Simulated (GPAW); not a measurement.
## free-standing triangular Ti monolayer, spacing 3.069 A: anisotropy with GPAW

Aim: the anisotropy of free-standing triangular Ti monolayer, spacing 3.069 A from the Kohn–Sham states of one collinear run.

Method: LDA; plane waves with GPAW's PAW setups, scalar-relativistic, in GPAW 26.7.0.

### Step 1. Set-up

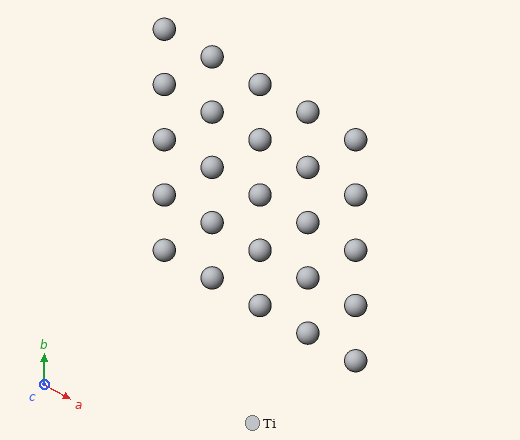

The cell as given, from above (titanium light grey). 4×4×1 cells are drawn. Some periodic images of atoms are drawn too.

The cell holds 1 atom: 1 Ti. Its edges and angles: a = 3.069 Å, b = 3.069 Å, c = 14.000 Å, α = 90.0°, β = 90.0°, γ = 120.0°. model lattice. Vacuum lies along c.

### Step 2. Self-consistent state

All later steps read the density of this run.

order1.py

```python
import json
import numpy as np
from ase import Atoms
from ase.parallel import paropen, parprint
from gpaw import GPAW

atoms = Atoms(['Ti'],
    cell=[[3.069, 0.0, 0.0],
         [-1.5345, 2.657832, 0.0],
         [0.0, 0.0, 14.0]],
    scaled_positions=[[0.0, 0.0, 0.5]],
    pbc=True,
    magmoms=[1.0])
atoms.calc = GPAW(mode={'name': 'pw', 'ecut': 550},
    xc='LDA',
    kpts={'size': (10, 10, 1), 'gamma': True},
    occupations={'name': 'fermi-dirac', 'width': 0.1},
    convergence={'density': 1e-05, 'energy': 1e-05},
    maxiter=200,
    symmetry={'tolerance': 1e-4},
    txt='order1.txt')
e = atoms.get_potential_energy(force_consistent=True)
res = {'free_energy': e, 'energy_sigma0': atoms.get_potential_energy(), 'fermi_energy': atoms.calc.get_fermi_level()}
res['moments'] = atoms.get_magnetic_moments().tolist()
res['total'] = atoms.get_magnetic_moment()
parprint('site moments (muB):', np.round(res['moments'], 3))
parprint(f"total moment: {res['total']:.3f} muB")
parprint(f'free energy: {e:.6f} eV')
atoms.calc.write('order1.gpw')
with paropen('results.json', 'w') as f:
    json.dump(res, f)
```

The run is started by

```bash
> OMP_NUM_THREADS=1 mpirun -n 2 gpaw python order1.py > order1.log
```

Log:

```text
site moments (muB): [1.166]
total moment: 2.148 muB
free energy: -4.871971 eV

--- order1.txt ---
Input parameters:
  mode=PW(ecut=550),
  convergence={'density': 1e-05, 'energy': 1e-05},
  kpts=MonkhorstPack(size=(10, 10, 1), gamma=True),
  maxiter=200,
  occupations=Occupations(name='fermi-dirac', width=0.1),
  symmetry=Symmetry(tolerance=0.0001),
  xc=XC(name='LDA')

Diagonalizing LCAO Hamiltonian
Converting LCAO to pw mode

       Ti

Atoms  # Å, Bohr magnetons
|   | symbol |        x |        y |        z |    initial magnetic moments |
|---|--------|----------|----------|----------|-----------------------------|
| 0 |     Ti | 0.000000 | 0.000000 | 7.000000 | ( 0.0000,  0.0000,  1.0000) |

Unit cell  # Å
| periodic |         x |        y |         z |   lengths |     angles |
|----------|-----------|----------|-----------|-----------|------------|
|      yes |  3.069000 | 0.000000 |  0.000000 |  3.069000 |  90.000000 |
|      yes | -1.534500 | 2.657832 |  0.000000 |  3.069000 |  90.000000 |
|      yes |  0.000000 | 0.000000 | 14.000000 | 14.000000 | 120.000000 |

Number of symmetries: 24

BZ-sampling:
  Number of BZ points: 100
  Number of IBZ points: 14

  Monkhorst-Pack size: [10, 10, 1]
  Monkhorst-Pack shift: [0.05, 0.05, 0.0]

Plane wave coefficients: 3366
Cutoff: 550.0 eV

Spin-components: 2 (collinear spins)
Bands:           12
Projectors:      6
Spin-degeneracy: 1
Datatype:        complex128

Parallelization:
  kpt:    2
  domain: 1
  band:   1

Density:
  Valence electrons: 12.0
  Components: 2
  Grid points: [18 18 80]
  Charge: 0.0  # |e|

Potential:
  Grid points: [18 18 80]

[... setups left out ...]
Reference energy: -23173.949059  # eV

eigensolver:
  PPCG
  Converge bands: occupied
  niter=2

density mixing:
  MSR1-Mixer
  Pratt-step length: 0.05
  Maximum mixing coefficient: 0.75
  Old densities: 10
  SVD Regularization: 0.005
  Good broyden scale: 1.0
  Trust region scale: 1.0
  Backstep threshold: 4.0
  History deletion threshold: 6.0
  Fourier metric: weight=20.0, sigma=0.015

occupation numbers:
  Fermi-Dirac:
    width: 0.1000  # eV

poisson solver:
  ecut: 4400.0  # eV

xc functional:
  name: None

convergence criteria:
- Maximum integral of absolute [dens]ity change: 1e-05 electrons / valence electron
- Maximum [total energy] change in last 3 cyles: 1e-05 eV / valence electron
- Maximum integral of absolute [eigenst]ate change: 4e-08 eV^2 / valence electron
maximum number of iterations: 200

SCF iterations
|iter     |      energy | eigst |  dens |  magmom |
|---------|-------------|-------|-------|---------|
|iter:   1|       0s |   -5.087806 | -0.15 |       |  +1.0039|
|iter:   2|       0s |   -5.011671 | -2.24 | -0.92 |  +1.0142|
|iter:   3|       1s |   -4.770123 | -1.26 | -0.96 |  +1.2334|
|iter:   4|       2s |   -4.789176 | -2.04 | -1.42 |  +1.3851|
|iter:   5|       3s |   -4.790807 | -2.55 | -1.51 |  +1.4487|
|iter:   6|       3s |   -4.812788 | -3.28 | -1.60 |  +1.6970|
|iter:   7|       4s |   -4.830610 | -3.19 | -1.73 |  +2.0132|
|iter:   8|       5s |   -4.833175 | -3.94 | -1.99 |  +2.0596|
|iter:   9|       6s |   -4.834649 | -4.35 | -2.38 |  +2.2025|
|iter:  10|       7s |   -4.834373 | -4.81 | -2.43 |  +2.1257|
|iter:  11|       7s |   -4.834446 | -5.98 | -2.94 |  +2.1378|
|iter:  12|       8s |   -4.834517 | -6.54 | -3.25 |  +2.1463|
|iter:  13|       9s |   -4.834523c| -7.34 | -4.17 |  +2.1475|
|iter:  14|       9s |   -4.834523c| -7.75c| -5.04c|  +2.1475|

Converged in 14 steps
Energy contributions relative to reference atoms: (reference = -23173.949059)

Energy contributions:
  Kinetic:          -1.073021
  Coulomb:           1.238111
  Zero:             -0.090140
  External:          0.000000
  Xc:               -4.872026
  Entropy:          -0.074896
  Spinorbit:         0.000000
  ----------------------------
  Free energy:      -4.871971
  Extrapolated:     -4.834523

dipole moment: (-4.881445, -8.454911, 0.000000)  # |e|*Ang

Total magnetic moment: (0.000000, 0.000000, 2.147513)

Local magnetic moments
|        x |        y |        z |
|----------|----------|----------|
| 0.000000 | 0.000000 | 1.166317 |  # Ti   0

Fermi level: -2.108
Eigenvalues  # (at kpt = [0.000, 0.000, 0.000])
| band index |      eig [eV] | occ [0-1] |      eig [eV] | occ [0-1] |
|------------|---------------|-----------|---------------|-----------|
|          0 |       -59.339 |     1.000 |       -58.099 |     1.000 |
|          1 |       -36.160 |     1.000 |       -34.872 |     1.000 |
|          2 |       -35.602 |     1.000 |       -34.382 |     1.000 |
|          3 |       -35.602 |     1.000 |       -34.382 |     1.000 |
|          4 |        -6.482 |     1.000 |        -5.411 |     1.000 |
|          5 |        -2.859 |     0.999 |        -1.715 |     0.019 |
|          6 |        -2.276 |     0.843 |        -1.343 |     0.000 |
|          7 |        -1.858 |     0.076 |        -0.683 |     0.000 |
|          8 |        -1.858 |     0.076 |        -0.683 |     0.000 |
|          9 |        -0.907 |     0.000 |         0.415 |     0.000 |
|         10 |        -0.907 |     0.000 |         0.415 |     0.000 |
|         11 |         1.492 |     0.000 |         1.728 |     0.000 |

No gap
No difference between direct/indirect transitions
```

Wall time 13 s (2 MPI ranks of Arm Neoverse V2, shared host); peak memory 0.42 GiB.

Spin moment in the augmentation sphere by atom:

| atom | spin moment in the augmentation sphere (μB) |
| --- | --- |
| Ti1 | 1.17 |

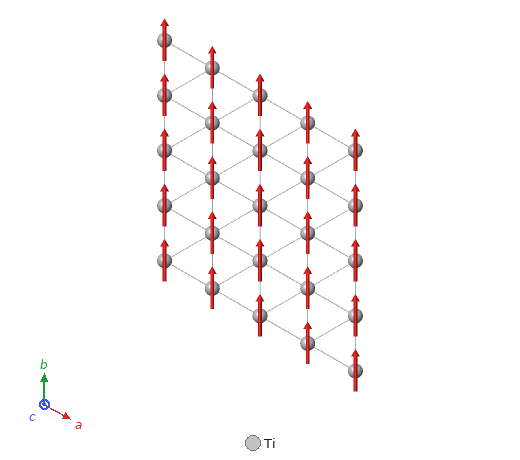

Spin moment in the augmentation sphere as arrows, the longest 1.17 μB. Up and down stand for the sign. Arrows give size and sign along the axis of quantisation, drawn up and down the page. 4×4×1 cells are drawn. Some periodic images of atoms are drawn too.

Read from the output:

| Quantity | Value |
| --- | --- |
| magnetization | 2.148 μB |
| final state | ferromagnetic |

After 14 cycles the largest moment stands at 1.17 μB.

### Step 3. States for the response

The steps that follow sum over empty states, which the ground-state run does not converge; 14 states a spin are converged here at the frozen density and written with their wave functions.

It starts from the saved density of the lowest of the states tried.

nscf.py

```python
from gpaw import GPAW

calc = GPAW('order1.gpw').fixed_density(
    kpts={'size': (10, 10, 1), 'gamma': True},
    nbands=18,
    convergence={'bands': 14, 'eigenstates': 1e-9},
    eigensolver='ppcg',
    parallel={'domain': 1},
    txt='nscf.txt')
calc.write('nscf.gpw', mode='all')
```

The run is started by

```bash
> OMP_NUM_THREADS=1 mpirun -n 2 gpaw python nscf.py > nscf.log
```

Log:

```text
Input parameters:
  mode=PW(ecut=550),
  convergence={'bands': 14, 'eigenstates': 1e-09},
  eigensolver=PPCG(niter=2, min_niter=1, max_buffer_mem=209715200, blocksize=None, rr_modulo=5, include_cg=True, promote_inner_dtype=False, tolerances=None),
  gpts=array([18, 18, 80]),
  kpts=MonkhorstPack(size=(10, 10, 1), gamma=True),
  maxiter=200,
  nbands=18,
  occupations=Occupations(name='fermi-dirac', width=0.1),
  parallel={'domain': 1},
  symmetry=Symmetry(tolerance=0.0001),
  xc=XC(name='LDA')
```

Elapsed: 12 s, on 2 MPI ranks; peak memory 0.45 GiB.

### Step 4. Energy against the direction of the moments

Spin–orbit coupling is added in the basis of the saved states for each direction of the moments. The change in the band energy is the anisotropy energy, with no new self-consistent run.

anisotropy.py

```python
import json
import numpy as np
from ase.parallel import paropen, parprint
from gpaw import GPAW
from gpaw.spinorbit import soc_eigenstates

calc = GPAW('nscf.gpw')
angles = [[0.0, 0.0], [90.0, 0.0], [90.0, 90.0], [45.0, 0.0]]  # theta, phi in degrees
res = {'rows': []}
for scale in [1.0]:
    e0 = None
    for theta, phi in angles:
        soc = soc_eigenstates(calc, n2=14, scale=scale, theta=theta, phi=phi)
        e = soc.calculate_band_energy()
        e0 = e if e0 is None else e0
        orbital = soc.get_orbital_magnetic_moments()
        res['rows'].append([scale, theta, phi, 1000 * (e - e0), orbital.tolist()])
        parprint(f'scale {scale} theta {theta:6.1f} phi {phi:6.1f}  dE = {1000 * (e - e0):9.4f} meV  |L| =', np.round(np.linalg.norm(orbital, axis=1), 4))
with paropen('results.json', 'w') as f:
    json.dump(res, f)
```

The run is started by

```bash
> OMP_NUM_THREADS=1 mpirun -n 2 gpaw python anisotropy.py > anisotropy.log
```

Log:

```text
scale 1.0 theta    0.0 phi    0.0  dE =    0.0000 meV  |L| = [0.0396]
scale 1.0 theta   90.0 phi    0.0  dE =    0.0667 meV  |L| = [0.0344]
scale 1.0 theta   90.0 phi   90.0  dE =    0.0667 meV  |L| = [0.0344]
scale 1.0 theta   45.0 phi    0.0  dE =    0.0334 meV  |L| = [0.0371]
```

The job ended after 2.1 s (2 MPI ranks; peak memory 0.36 GiB).

Directions, in the order of the table: the normal; the first cell vector; the in-plane normal to it; 0.50 of the way from the normal to the first cell vector.

Theta from the Cartesian z axis, phi from x; spin up lies along the direction. Anisotropy, by row:

| spin-orbit scale | theta (degrees) | phi (degrees) | band energy less the first direction's (meV a cell) | orbital moment of atom 1 along the direction (μB) | sum of orbital moments along the direction (μB a cell) |
| --- | --- | --- | --- | --- | --- |
| 1 | 0 | 0 | 0 | -0.03955 | -0.03955 |
| 1 | 90 | 0 | 0.06675 | -0.03443 | -0.03443 |
| 1 | 90 | 90 | 0.06675 | -0.03443 | -0.03443 |
| 1 | 45 | 0 | 0.03337 | -0.03699 | -0.03699 |

### Step 5. Results

```
state                              : ferromagnetic
largest site moment                : 1.17 μB
spread of the directions' energies : 0.0667 meV a cell
easiest direction tried            : the normal
```

**Reading.** About the ferromagnetic state the directions differ by 0.0667 meV a cell, with the normal easiest. The anisotropy comes from the force theorem at a frozen potential; it needs a check on a finer mesh, and shape anisotropy is not in it.

[Logs and program files are shortened in this print: banners, set-up blocks, solver, clock and traceback lines can be left out without a mark of their own.]

[Logs are printed without paths, hosts, clocks, repeated set-up lines and the standing remarks that a program may print on its own settings, such as how far it seeks lower states.]

[Hosts, paths, dates, database ids (printed as entryN), source tags and the programs' standing remarks are cut or masked in the printed files.]

[Where a cell is said to come from a database of computed structures, the database is the Materials Project.]
